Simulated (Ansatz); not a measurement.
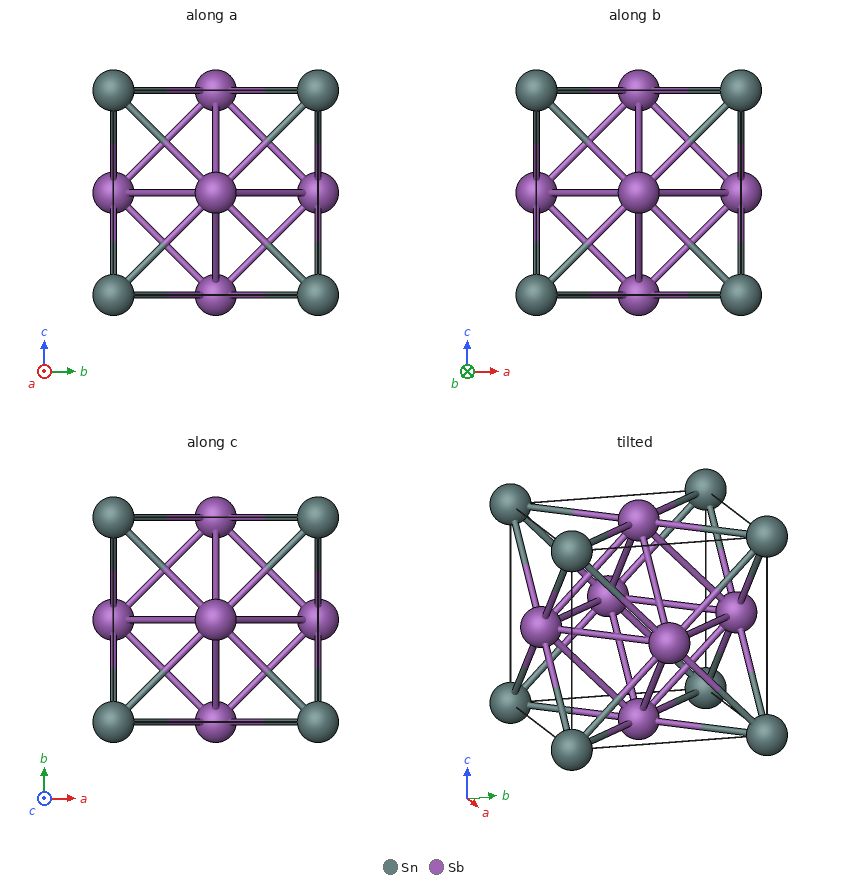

Ball-and-stick drawing of the structure, looking along the a axis, along the b axis, along the c axis and slightly off an axis. The conventional unit cell is outlined; an atom on or near a face, edge or corner is repeated at each equivalent position.

Lattice parameters: a = 4.8113 Å, b = 4.8113 Å, c = 4.8113 Å, α = 90.000°, β = 90.000°, γ = 90.000°.

### Write down what is shown as a CIF with its space group and independent sites.

```cif
data_structure
_symmetry_space_group_name_H-M 'P m -3 m'
_symmetry_Int_Tables_number 221
_cell_length_a 4.8113
_cell_length_b 4.8113
_cell_length_c 4.8113
_cell_angle_alpha 90.000
_cell_angle_beta 90.000
_cell_angle_gamma 90.000
_cell_volume 111.38
loop_
_atom_site_label
_atom_site_type_symbol
_atom_site_symmetry_multiplicity
_atom_site_Wyckoff_symbol
_atom_site_fract_x
_atom_site_fract_y
_atom_site_fract_z
_atom_site_occupancy
Sn1 Sn 1 a 0.0000 0.0000 0.0000 1
Sb1 Sb 3 c 0.0000 0.5000 0.5000 1
```

The initial geometry was a structure type filled with these elements by a generator (whether the compound takes this form wasn't checked). Relaxation method: DFT PBE, scalar-relativistic, plane waves, PAW (Ansatz).
